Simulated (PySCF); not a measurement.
# C7H13OPSi: what the fields show

Input file:

```
{"job": {"kind": "nmr", "xc": "PBE0", "basis": "pcSseg-1"}, "charge": 0, "multiplicity": 1}
C      3.288037     0.813023     1.187198
C      2.871671    -0.261591     0.536060
O      1.566630    -0.451218     0.227557
C      1.190541    -1.605463    -0.373421
C     -0.086108    -1.890592    -0.640672
C     -1.230674    -1.054875    -0.340171
C     -2.453847    -1.509019    -0.631767
Si    -0.988322     0.685034     0.389743
C     -2.684209     1.483943     0.731391
P     -0.037604     2.009817    -1.176514
H      2.597736     1.574539     1.501979
H      4.326982     0.948099     1.416692
H      3.551888    -1.046066     0.215125
H      1.992144    -2.294092    -0.624878
H     -0.287037    -2.838473    -1.120987
H     -2.610549    -2.479076    -1.080285
H     -3.338161    -0.932358    -0.429568
H     -0.277439     0.621976     1.677148
H     -3.279217     0.887916     1.415347
H     -2.550594     2.463444     1.180264
H     -3.254431     1.623402    -0.182154
H      0.583403     0.985693    -1.868458
H      1.104409     2.292920    -0.453674
```

Run with:

```sh
OMP_NUM_THREADS=1 python probes_run.py task.json out
```

Geometry: GFN2-xTB.

Level of theory: PySCF 2.14.0, PBE0/pcSseg-1, SCF density, gas phase, non-relativistic.

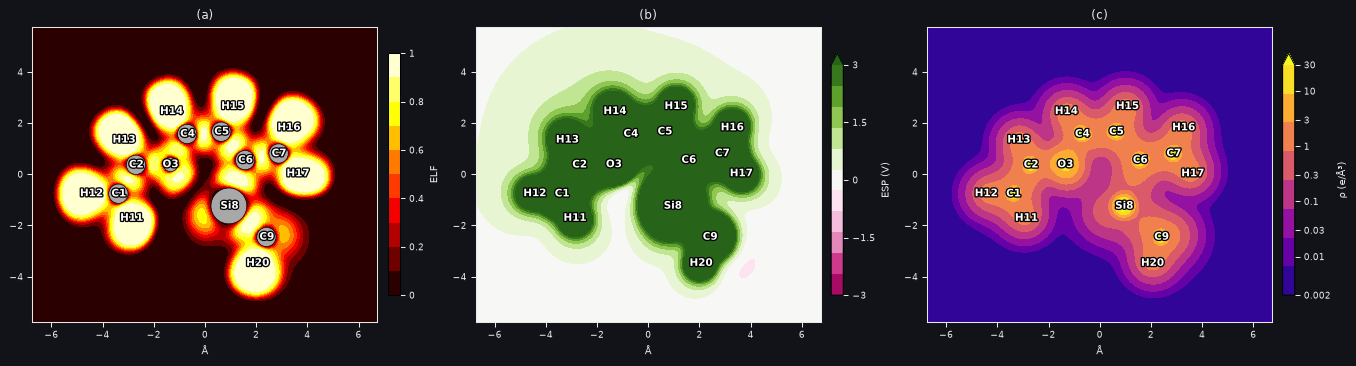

Figure 1. (a) electron localisation function; (b) electrostatic potential; (c) total electron density on the plane of atoms C4, C5 and C6. Grey discs cover the atomic cores in the ELF map.

Q: Read the bonding off the picture.

A:
- The section cuts through C, O, Si and H sites.
- C–C (1.32 Å): the density is about 2.3 e/Å³ at the midpoint; the ELF peaks at about 0.95 between the atoms; a short, multiple covalent bond.
- C–O (1.35 Å): ρ at the midpoint is about 2.3 e/Å³, with its minimum of 1.9 e/Å³ about 0.5 Å from C; the ELF peaks at about 0.90 between the atoms (a polar covalent bond).
- C–Si (1.90 Å): ρ is about 0.91 e/Å³ halfway; the ELF peaks at about 0.95 between the atoms; a covalent bond.
- C–H (1.07 Å): the density is about 2 e/Å³ at the midpoint; the ELF climbs to about 1 towards the hydrogen, as it does in any bond to H (a covalent bond by its length).
- C–C (1.45 Å): ρ at the midpoint is about 1.9 e/Å³; the ELF peaks at about 0.95 between the atoms (a covalent bond).
- Outside the dense part of the molecule the potential is most negative (−0.3 V) near C9.

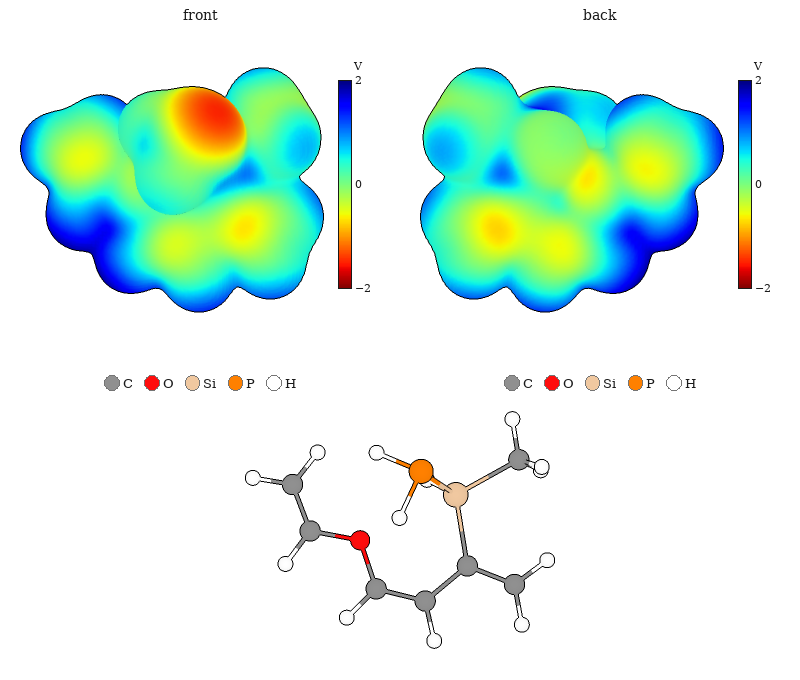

Figure 2. The electrostatic potential painted on the density surface at 0.004 e/bohr³, seen from the front and from behind; red is negative and blue positive. The bare structure is drawn below in the same view.

Q: Which sites attract a positive test charge, and which a negative one?

A: A positive charge is drawn to the negative regions and a negative charge to the positive ones. The most negative region (about −1.4 V) lies over P10, the most positive (about +1.8 V) over H13 and H14.

Q: What dipole moment does the calculation give?

A: Its dipole moment is 2.74 D.
